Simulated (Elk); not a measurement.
Band structure of Cu₃Ge (P-6m2, 4 atoms in the cell).

```
Cu3Ge
1.0
    2.72837     0.00000     0.00000
   -1.36418     2.36284     0.00000
    0.00000     0.00000     8.26948
Cu Ge
3 1
Direct
  0.00000   0.00000   0.50000
  0.66667   0.33333   0.74231
  0.66667   0.33333   0.25769
  0.00000   0.00000   0.00000
```

Method: PBEsol, all-electron FP-LAPW, Elk's shipped species files, APW+lo basis with extra local orbitals (Elk).

Settings: xctype = 22; rgkmax = 8; stype = 0; swidth = 0.00999582 Ha; ngridk = 7 7 2; vkloff = 0.5 0.5 0.5; gmaxvr = 18 1/bohr; lmaxapw = 10; lmaxo = 8; nxlo = 2; lorbcnd = true; lradstp = 2; nrmtscf = 2; lmaxi = 4.

The starting cell comes from a database of computed structures (which also holds hypothetical and non-ambient phases and stackings), without a prior relaxation at this level. Spin polarisation is off. Values depend on the basis (sphere radii, cutoffs, local orbitals), which need not be converged.

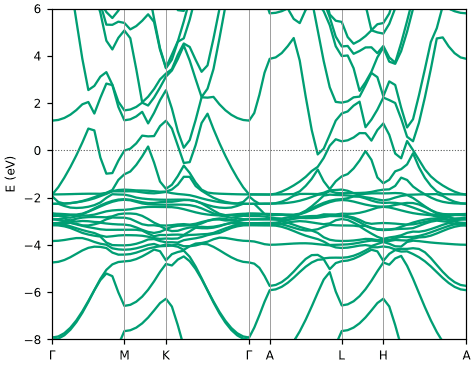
*Bands along the path, energies from the Fermi level.*

Levels in eV from the Fermi level, bands 30 to 37:
| point | 30 | 31 | 32 | 33 | 34 | 35 | 36 | 37 |
|---|---|---|---|---|---|---|---|---|
| Γ | -2.26 | -1.95 | -1.86 | -1.86 | 1.26 | 10.36 | 10.54 | 10.54 |
| M | -1.73 | -1.66 | -1.01 | -0.01 | 1.27 | 1.69 | 5.07 | 5.39 |
| K | -1.76 | -1.74 | -1.62 | 1.25 | 2.55 | 3.12 | 3.25 | 3.47 |
| A | -2.25 | -2.25 | -1.87 | -1.87 | 3.87 | 5.80 | 10.54 | 10.54 |
| L | -1.81 | -1.66 | -1.10 | 0.38 | 1.56 | 2.02 | 3.99 | 4.40 |
| H | -1.82 | -1.66 | -1.39 | 1.14 | 2.23 | 2.29 | 4.35 | 4.42 |

Bands cross the Fermi level along this path, so the cell is metallic at this level.
